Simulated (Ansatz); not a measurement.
# BFH4O2Si (SMILES OB(F)O[SiH3]): what the fields show

The calculation's input:

```
crystal:
  periodic: [false, false, false]
  atoms:
    - { symbol: O, position_ang: [-1.7326, 0.9504, 0.7474] }
    - { symbol: B, position_ang: [-0.489, 1.1759, 0.0847] }
    - { symbol: F, position_ang: [0.3846, 2.2047, 0.5464] }
    - { symbol: O, position_ang: [-0.0742, 0.4159, -1.1135] }
    - { symbol: Si, position_ang: [0.7026, -0.9892, -0.5647] }
    - { symbol: H, position_ang: [-1.6181, 0.3278, 1.4323] }
    - { symbol: H, position_ang: [1.9423, -0.5743, 0.1828] }
    - { symbol: H, position_ang: [1.1332, -1.7882, -1.7063] }
    - { symbol: H, position_ang: [-0.1603, -1.7692, 0.3738] }
basis:
  gaussian: { orbitals: def2-SVP }
hamiltonian:
  xc: r2scanh
  dispersion: d4
relax:
  f_tol: 0.015
  max_steps: 40
output:
  orbitals: {}
```

Launched as:

```sh
ansatz run input.yaml --threads 2 --pin off --max-ram 3072MiB --backend cpu --events-out ev --progress --plain --runs-dir out
```

The fields are those of the run's last geometry, not of the input's.

All numbers below come from Ansatz, RKS r2SCANh-D4/def2-SVP.

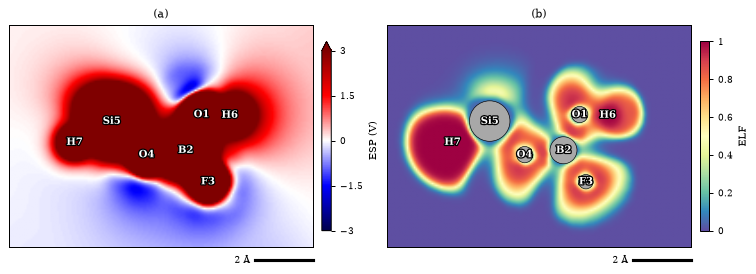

Figure 1. (a) electrostatic potential; (b) electron localisation function on the plane of atoms B2, O1 and H6. Grey discs cover the atomic cores in the ELF map.

Describe what can be read from this map.

The section cuts through O, B, F, Si and H sites. B–F (1.33 Å): the ELF peaks at about 0.85 between the atoms; a polar covalent bond. B–O (1.35 Å): the ELF peaks at about 0.90 between the atoms: a short, strongly polar bond. Si–O (1.68 Å): the ELF peaks at about 0.85 between the atoms (a polar covalent bond). O–H (0.96 Å): the ELF climbs to about 1 towards the hydrogen, as it does in any bond to H: a covalent bond by its length. Si–H (1.48 Å): the ELF climbs to about 1 towards the hydrogen. The ELF also peaks beside F3, O4 and O1, away from the bonds: lone-pair regions. Outside the dense part of the molecule the potential is most negative (−1.6 V) near O1.

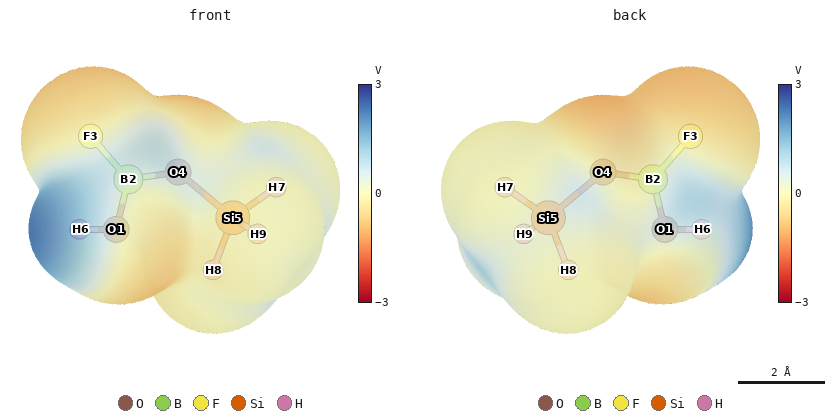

Figure 2. The molecular electrostatic potential painted on the density surface at 0.001 e/bohr³, seen from the front and from behind; the colour scale runs from red (negative) to blue (positive).

Which sites attract a positive test charge, and which a negative one?

A positive charge is drawn to the negative regions and a negative charge to the positive ones. The most negative region (about −1.1 V) lies over O4, the most positive (about +2.3 V) over H6. O4 is the likeliest acceptor of a hydrogen bond.

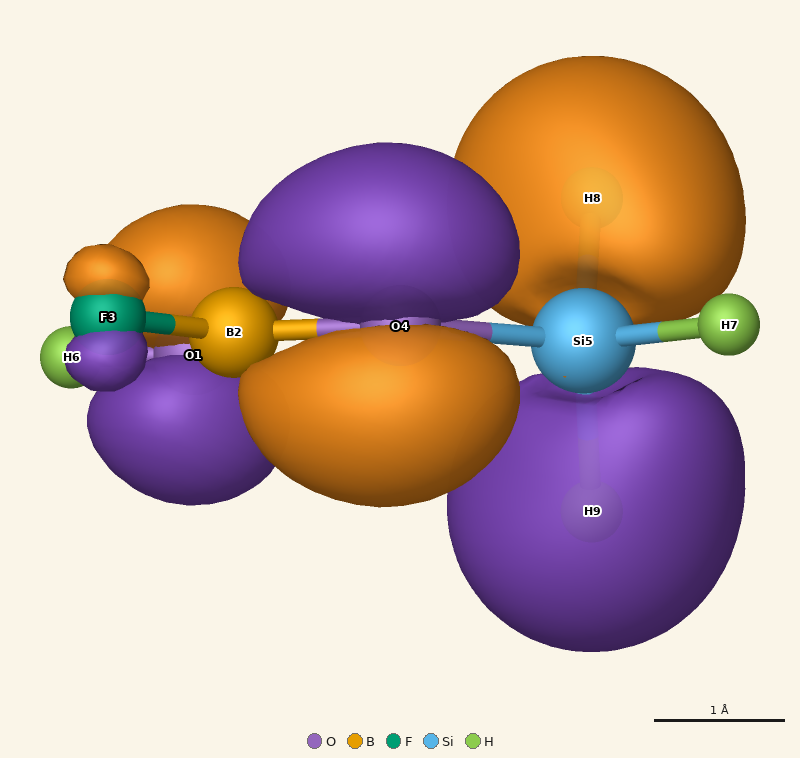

Figure 3. The HOMO at ±0.08 Å⁻³ᐟ² (orange and purple are the two phases), seen from one side.

What is the character of this orbital?

Its weight (Hirshfeld) is mainly on O4 (about 30 %), Si5 (about 20 %), H8 (about 15 %), H9 (about 15 %) and O1 (about 10 %). Its energy is −8.56 eV.
